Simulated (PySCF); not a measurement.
## A study: C$_{4}$H$_{8}$, charge +1, doublet, SMILES `C[CH][CH+]C`

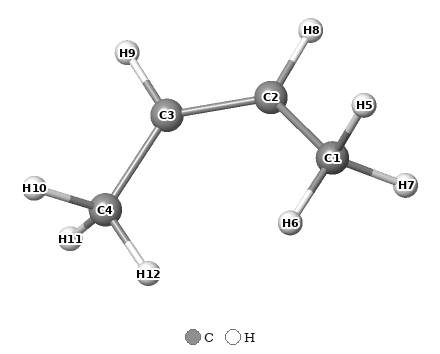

The molecule, with its atoms numbered as below. No frequency check shows the geometry to be a minimum.

Geometry (Å), atoms numbered from 1:

```
C1      -1.5659    0.5112    0.0290
C2      -0.6894   -0.6384   -0.0537
C3       0.6890   -0.6383    0.0516
C4       1.5664    0.5106   -0.0306
H5      -2.3229    0.3531    0.8104
H6      -1.0617    1.4569    0.2041
H7      -2.1923    0.5540   -0.8737
H8      -1.1751   -1.5991   -0.1946
H9       1.1739   -1.5986    0.1989
H10      2.1522    0.5800    0.8979
H11      2.3574    0.3327   -0.7724
H12      1.0681    1.4505   -0.2481
```

### 1. Bonding charge

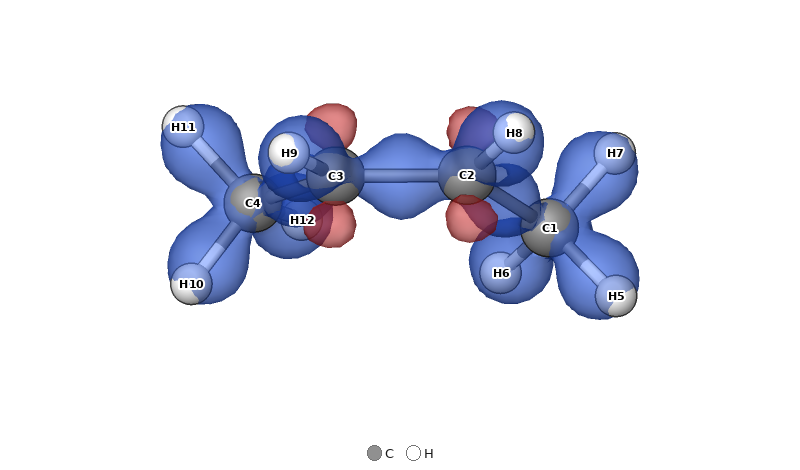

Deformation density (molecule less spherical, spin-averaged free atoms at the same positions), surfaces at ±0.2 e/Å³; blue: gain, red: loss.

Level of theory: PBE0/def2-SVP (PySCF), at a geometry from GFN2-xTB. The stability of the open-shell solution wasn't checked. GFN2-xTB doesn't know the spin state, so this open-shell geometry is rough.

**Describe the bonding that the map shows.**

C2–H8 and C3–H9: +0.80 e/Å³ at the bond critical point (bond length 1.09 Å, Mayer order 0.9). C4–H12: +0.72 e/Å³ at the bond critical point (bond length 1.09 Å, Mayer order 1.0). C1–H6: +0.72 e/Å³ at the bond critical point (bond length 1.09 Å, Mayer order 1.0). C2–C3: +0.69 e/Å³ at the bond critical point (bond length 1.38 Å, Mayer order 1.5). C4–H11: +0.64 e/Å³ at the bond critical point (bond length 1.10 Å, Mayer order 0.9). C1–H5: +0.63 e/Å³ at the bond critical point (bond length 1.10 Å, Mayer order 0.9). C1–H7: +0.63 e/Å³ at the bond critical point (bond length 1.10 Å, Mayer order 0.9). C4–H10: +0.62 e/Å³ at the bond critical point (bond length 1.10 Å, Mayer order 0.9). C3–C4 and C1–C2: +0.53 e/Å³ at the bond critical point (bond length 1.45 Å, Mayer order 1.2). In all, 2.4 electrons gather in the regions of gain relative to the promolecule of neutral atoms (the regions of loss give up this much and the cation's charge besides).

### 2. Local ionisation energy

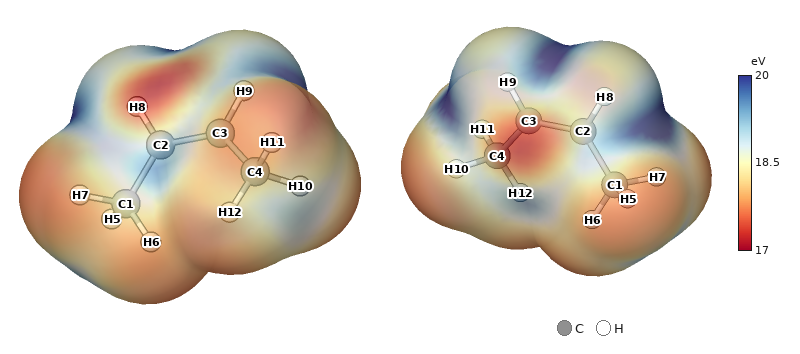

Average local ionisation energy on the surface of electron density 0.001 a.u. (back view left, front view right).

**Locate the minima of the map.**

The lowest value is 17.1 eV, off the C2–C3 bond (2.0 to 2.1 Å from its atoms). Further minima include 17.6 eV, 1.3 Å from H7, and at like points elsewhere. For comparison, the highest occupied orbital lies at −14.1 eV.

### 3. Spin density

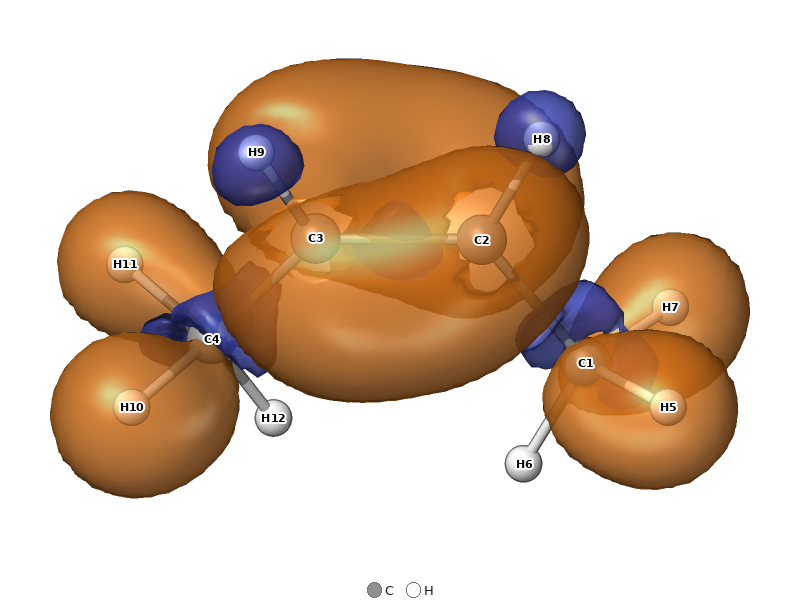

Spin density ρα − ρβ at ±0.01 e/Å³ (orange: excess α, blue: excess β).

**How is the spin shared among the atoms?**

Hirshfeld spin populations: C2 and C3 +0.35, C1 and C4 +0.05 and H10 +0.04. ⟨S²⟩ = 0.75, as for a pure state. The picture also shows regions of β spin from spin polarisation; the Hirshfeld sums, whose atoms overlap, net them against the α spin of neighbours.

### 4. In an electric field

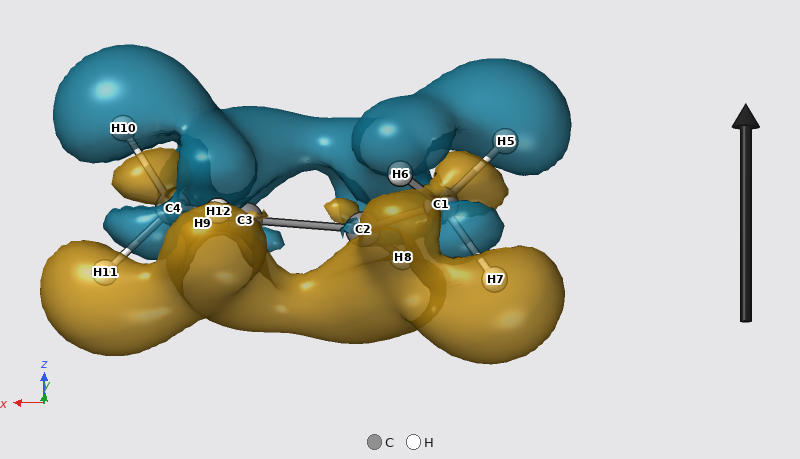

Change of the electron density in a uniform field of 0.21 V/Å along +z (arrow), surfaces at ±0.001 e/Å³ (yellow: gain, teal: loss).

PySCF calculation, BP86/def2-SVPD, gas phase; geometry: GFN2-xTB. The stability of the open-shell solution wasn't checked. GFN2-xTB doesn't know the spin state, so this open-shell geometry is rough.

**What dipole is induced, and what polarisability does it imply?**

The induced dipole is 0.35 D (along the field); α along this axis, from the fields in both directions, is 34 bohr³ (5.1 Å³).

**Which atoms gain and lose the most charge?**

Electrons gather most on H7 (Hirshfeld charge changes by −0.006 e) and leave H10 most (+0.006 e); 0.040 electrons are displaced in all.

### 5. Removing or adding an electron

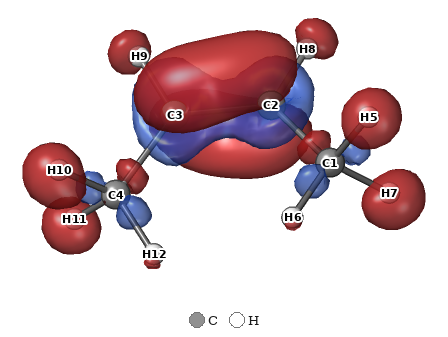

Fukui function f⁺ = ρ(N+1) − ρ(N) at fixed geometry, surfaces at ±0.04 e/Å³ (red positive, blue negative).

PySCF calculation, TPSSh/def2-SVPD, gas phase; geometry: GFN2-xTB. GFN2-xTB doesn't know the spin state, so this open-shell geometry is rough.

**Which atoms respond most to the addition of an electron?**

f⁺ (Hirshfeld-condensed) is largest on C2 and C3 (0.20 each); the vertical electron affinity is 8.53 eV (to the singlet neutral species, which needn't be its lowest state). Condensed values hint at sites of nucleophilic attack but needn't mark the atom that reacts. Orbital relaxation makes it negative in places (0.19 e in all).
